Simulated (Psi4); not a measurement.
# One shape, several levels: SiH3 (silyl radical)

Wanted: a comparison of 3 runs (UHF/3-21G, U-wB97X/6-311G**, UTPSSh-D4/cc-pVDZ-F12) of SiH3 (silyl radical). 

Program for the calculation: Psi4 1.11.

6 further runs of the same task are left out: 4 that didn't finish, 2 set aside as unsound or not needed.

### Step 1. The system as given

SiH3 has 4 atoms, charge 0, and is taken as a doublet. SMILES: `[SiH3]`. The shape is that of a GFN2-xTB optimisation.

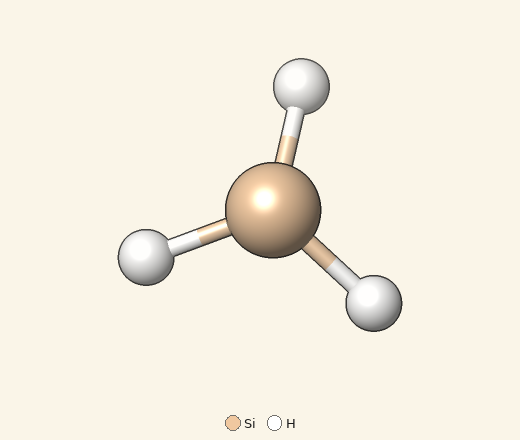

The structure, seen from a chosen angle (silicon light orange, hydrogen white).

### Step 2. Energy and gradient at UHF/3-21G (run 1)

File h3si.json:

```json
{
  "schema_name": "qcschema_input",
  "schema_version": 1,
  "molecule": {
    "schema_name": "qcschema_molecule",
    "schema_version": 2,
    "symbols": ["Si", "H", "H", "H"],
    "geometry": [0.39034183, -0.03571582, -0.21748858, 1.10947711, 1.25058295, 2.08935679, -0.36842101, -2.64862124, 0.08199522, -1.13139793, 1.43375411, -1.95386343],
    "molecular_charge": 0,
    "molecular_multiplicity": 2,
    "fix_symmetry": "c1",
    "fix_com": true,
    "fix_orientation": true
  },
  "driver": "gradient",
  "model": {
    "method": "hf",
    "basis": "3-21G"
  },
  "keywords": {
    "reference": "uhf",
    "puream": true,
    "e_convergence": 1e-09,
    "d_convergence": 1e-08,
    "scf_type": "pk",
    "maxiter": 200
  }
}
```

Started as:

```sh
psi4 --qcschema h3si.json -n 1 --memory 1600MB
```

stdout:

```text
[...]
  Running in c1 symmetry.
[...]
  Nuclear repulsion =   15.992868638109604
[...]
  Multiplicity = 2
[...]
  Nalpha       = 9
  Nbeta        = 8
[...]
    Number of basis functions: 19
[...]
   @UHF iter   1:  -289.06977352626404   -4.99985e-01   4.00883e-03 DIIS/ADIIS
[...]
   @UHF iter  10:  -289.07792334221762   -1.08002e-12   8.29013e-09 DIIS
[...]
   @S^2 Observed:                7.575906822E-01
[...]
    Orbital Energies [Eh]
    ---------------------
    Alpha Occupied:
       1A    -68.286444     2A     -6.104280     3A     -4.206100
       4A     -4.197834     5A     -4.197833     6A     -0.747905
       7A     -0.498899     8A     -0.498813     9A     -0.316559
    Alpha Virtual:
      10A      0.192530    11A      0.192698    12A      0.223412
      13A      0.402507    14A      0.478468    15A      0.478497
      16A      0.482628    17A      1.283949    18A      1.359936
      19A      1.359957
    Beta Occupied:
[...]
  @UHF Final Energy:  -289.07792334221762
   => Energetics <=
    Nuclear Repulsion Energy =             15.9928686381096039
    One-Electron Energy =                -432.4588611130539562
    Two-Electron Energy =                 127.3880691327267414
    Total Energy =                       -289.0779233422176162
  UHF NO Occupations:
  HONO-2 :    7  A 1.9991618
  HONO-1 :    8  A 1.9978776
[...]
  -Total Gradient:
     Atom            X                  Y                   Z
    ------   -----------------  -----------------  -----------------
       1       -0.016269209456     0.001528072251     0.009017102061
       2       -0.000333008683    -0.006207226590    -0.012374458695
       3        0.006491797340     0.011862021697    -0.003108297701
       4        0.010110420799    -0.007182867359     0.006465654335
[...]
```

The result, in JSON:

```text
{
 "driver": "gradient",
 "model": {
  "method": "hf",
  "basis": "3-21G"
 },
 "success": true,
 "return_result": [-0.016269209456351005, 0.0015280722514133425, 0.009017102060588887, -0.0003330086834292742, -0.0062072265901296775, -0.012374458694912827, 0.006491797340397745, 0.011862021697361474, -0.0031082977013013463, 0.01011042079919304, -0.007182867358652423, 0.006465654335149396],
 "properties": {
  "calcinfo_nbasis": 19,
  "calcinfo_nmo": 19,
  "calcinfo_nalpha": 9,
  "calcinfo_nbeta": 8,
  "calcinfo_natom": 4,
  "nuclear_repulsion_energy": 15.992868638109604,
  "return_energy": -289.0779233422176,
  "return_gradient": [-0.016269209456351005, 0.0015280722514133425, 0.009017102060588887, -0.0003330086834292742, -0.0062072265901296775, -0.012374458694912827, 0.006491797340397745, 0.011862021697361474, -0.0031082977013013463, 0.01011042079919304, -0.007182867358652423, 0.006465654335149396],
  "scf_one_electron_energy": -432.45886111305396,
  "scf_two_electron_energy": 127.38806913272674,
  "scf_dipole_moment": [-0.008959305790827266, 0.0008510473308160904, 0.005502417163274487],
  "scf_total_energy": -289.0779233422176,
  "scf_total_gradient": [-0.016269209456351005, 0.0015280722514133425, 0.009017102060588887, -0.0003330086834292742, -0.0062072265901296775, -0.012374458694912827, 0.006491797340397745, 0.011862021697361474, -0.0031082977013013463, 0.01011042079919304, -0.007182867358652423, 0.006465654335149396],
  "scf_iterations": 10
 }
}
```

Wall time 2.2 s (1 thread of Intel Xeon Platinum 8259CL at 2.50GHz (Skylake/Cascade Lake), shared host); peak memory 0.18 GiB.

### Step 3. A single-point energy at U-wB97X/6-311G(d,p) (run 2)

File h3si.xyz:

```xyz
4
H3Si
Si     0.206560    -0.018900    -0.115090
H      0.587110     0.661780     1.105640
H     -0.194960    -1.401590     0.043390
H     -0.598710     0.758710    -1.033940
```

File h3si.py:

```python
import psi4

psi4.set_memory(1600000000)
psi4.set_num_threads(1)
psi4.core.set_output_file('h3si.out', False)

with open('h3si.xyz') as f:
    atoms = ''.join(f.readlines()[2:])
mol = psi4.geometry('0 2\n' + atoms + 'symmetry c1')

options = {'basis': '6-311G**', 'reference': 'uks', 'puream': True, 'e_convergence': 1e-09, 'd_convergence': 1e-08, 'scf_type': 'pk', 'dft_radial_points': 99, 'dft_spherical_points': 590, 'maxiter': 200}
psi4.set_options(options)

result, w = psi4.energy("wb97x", return_wfn=True)
psi4.oeprop(w, "LOWDIN_CHARGES", "MAYER_INDICES", "DIPOLE", title="WB97X")
print(f'total energy {result:.8f} hartree = {result * 27.211386:.5f} eV')
for k, v in sorted(psi4.core.scalar_variables().items()):
    print(f'{k:45s} {v:18.10f}')
```

Started as:

```sh
python h3si.py
```

h3si.out:

```text
[...]
  Running in c1 symmetry.
[...]
  Nuclear repulsion =   15.992868637046458
[...]
  Multiplicity = 2
[...]
  Nalpha       = 9
  Nbeta        = 8
[...]
    Number of basis functions: 44
[...]
   @UKS iter   1:  -291.20642534908711   -4.45074e-01   5.92732e-03 ADIIS/DIIS
[...]
   @UKS iter  11:  -291.22224129798894   -1.76215e-12   2.69782e-09 DIIS
[...]
   @S^2 Observed:                7.523102102E-01
[...]
  @UKS Final Energy:  -291.22224129798894
   => Energetics <=
    Nuclear Repulsion Energy =             15.9928686370464579
    One-Electron Energy =                -434.5358748493993062
    Two-Electron Energy =                 143.6845385210177710
    DFT Exchange-Correlation Energy =     -16.3637736066538473
    Empirical Dispersion Energy =           0.0000000000000000
    VV10 Nonlocal Energy =                  0.0000000000000000
    Total Energy =                       -291.2222412979889441
[...]
 Multipole Moments:
 ------------------------------------------------------------------------------------
     Multipole            Electronic (a.u.)      Nuclear  (a.u.)        Total (a.u.)
 ------------------------------------------------------------------------------------
 L = 1.  Multiply by 2.5417464519 to convert [e a0] to [Debye]
 Dipole X            :          0.6647271           -0.6984447           -0.0337177
 Dipole Y            :         -0.0607955            0.0639069            0.0031113
 Dipole Z            :         -0.3699099            0.3891557            0.0192459
 Magnitude           :                                                    0.0389482
[...]
```

Standard output:

```text
total energy -291.22224130 hartree = -7924.56082 eV
CURRENT ENERGY                                   -291.2222412980
CURRENT REFERENCE ENERGY                         -291.2222412980
DD SOLVATION ENERGY                                 0.0000000000
DFT FUNCTIONAL TOTAL ENERGY                      -291.2222412980
DFT TOTAL ENERGY                                 -291.2222412980
DFT VV10 ENERGY                                     0.0000000000
DFT XC ENERGY                                     -16.3637736067
GRID ELECTRONS ALPHA                                9.0000000022
GRID ELECTRONS BETA                                 8.0000000028
GRID ELECTRONS TOTAL                               17.0000000050
NUCLEAR REPULSION ENERGY                           15.9928686370
ONE-ELECTRON ENERGY                              -434.5358748494
PCM POLARIZATION ENERGY                             0.0000000000
PE ENERGY                                           0.0000000000
SCF ITERATION ENERGY                             -291.2222412980
SCF ITERATIONS                                     11.0000000000
SCF TOTAL ENERGY                                 -291.2222412980
TWO-ELECTRON ENERGY                               143.6845385210
XC GRID RADIAL POINTS                              99.0000000000
XC GRID SPHERICAL POINTS                          590.0000000000
XC GRID TOTAL POINTS                           224849.0000000000
```

Wall time 11 s (1 thread of Intel Xeon Platinum 8259CL at 2.50GHz (Skylake/Cascade Lake), shared host); peak memory 0.48 GiB.

### Step 4. A single-point energy at UTPSSh-D4/cc-pVDZ-F12 (DKH3, density fitting) (run 3)

File run.py:

```python
import psi4

psi4.set_memory(1600000000)
psi4.set_num_threads(1)
psi4.core.set_output_file('h3si.out', False)

molecule = psi4.geometry("""
0 2
Si     0.39034183    -0.03571582    -0.21748858
H      1.10947711     1.25058295     2.08935679
H     -0.36842101    -2.64862124     0.08199522
H     -1.13139793     1.43375411    -1.95386343
units bohr
symmetry c1
""")

psi4.set_options({
    'basis': 'cc-pVDZ-F12',
    'reference': 'uks',
    'scf_type': 'mem_df',
    'relativistic': 'dkh',
    'dkh_order': 3,
})

e = psi4.energy('tpssh-d4', molecule=molecule)
print('E =', round(e, 9))
```

Started as:

```sh
python run.py
```

h3si.out:

```text
[...]
  Running in c1 symmetry.
[...]
  Nuclear repulsion =   15.992868638109607
[...]
  Multiplicity = 2
[...]
  Nalpha       = 9
  Nbeta        = 8
[...]
    Number of basis functions: 66
[...]
   @DF-UKS iter   1:  -291.75312288301035   -3.15334e-01   4.76690e-03 DIIS/ADIIS
[...]
   @DF-UKS iter   7:  -291.79334910920255   -2.46719e-08   3.91318e-07 DIIS
[...]
   @S^2 Observed:                7.533610085E-01
[...]
  @DF-UKS Final Energy:  -291.79334910920255
   => Energetics <=
    Nuclear Repulsion Energy =             15.9928686381096075
    One-Electron Energy =                -435.1910069767742471
    Two-Electron Energy =                 147.3178369877548164
    DFT Exchange-Correlation Energy =     -19.9115181168987050
    Empirical Dispersion Energy =          -0.0015296413939782
    VV10 Nonlocal Energy =                  0.0000000000000000
    Total Energy =                       -291.7933491092024951
[...]
 Multipole Moments:
 ------------------------------------------------------------------------------------
     Multipole            Electronic (a.u.)      Nuclear  (a.u.)        Total (a.u.)
 ------------------------------------------------------------------------------------
 L = 1.  Multiply by 2.5417464519 to convert [e a0] to [Debye]
 Dipole X            :          0.6329439           -0.6984448           -0.0655009
 Dipole Y            :         -0.0578868            0.0639069            0.0060201
 Dipole Z            :         -0.3522106            0.3891557            0.0369452
 Magnitude           :                                                    0.0754424
[...]
```

Standard output:

```text
E = -291.793349109
```

Run time: 13 s. Hardware: 1 thread of Intel Xeon Platinum 8259CL at 2.50GHz (Skylake/Cascade Lake), shared host; peak memory 0.7 GiB.

### Step 5. All runs side by side

| run | level | task | integration grid | energy (Eh) | dipole moment (D) | HOMO energy (eV) | LUMO energy (eV) | wall time |
| --- | --- | --- | --- | --- | --- | --- | --- | --- |
| 1 | UHF/3-21G | gradient | – | -289.077923 | 0.03 | -8.61 | 1.42 | 2.2 s |
| 2 | U-wB97X/6-311G** | energy | 99 radial × 590 angular | -291.222241 | 0.10 | -8.11 | -0.89 | 11 s |
| 3 | UTPSSh-D4/cc-pVDZ-F12 (DKH3, density fitting) | energy | 75 radial × 302 angular | -291.793349 | 0.19 | -5.48 | -2.83 | 13 s |

### Step 6. Summary of results

| quantity | value |
| --- | --- |
| run 3: total energy | -291.79335 Eh |
| run 3: dipole moment | 0.19 D |
| run 3: HOMO energy (highest over α and β) | -5.48 eV |
| run 3: LUMO energy (lowest over α and β) | -2.83 eV |
| run 3: dispersion energy | -4.02 kJ/mol |
| run 3: ⟨S²⟩ | 0.753 |

What this shows: The dipole moment (its size) runs from 0.03 D (UHF/3-21G) to 0.19 D (UTPSSh-D4/cc-pVDZ-F12). The two ends differ in method and basis and Hamiltonian. Totals of different functionals can't be ranked against each other. Some runs of one species differ in core potentials or relativity; totals across that change don't compare. All runs together took 26 s, the longest 13 s.
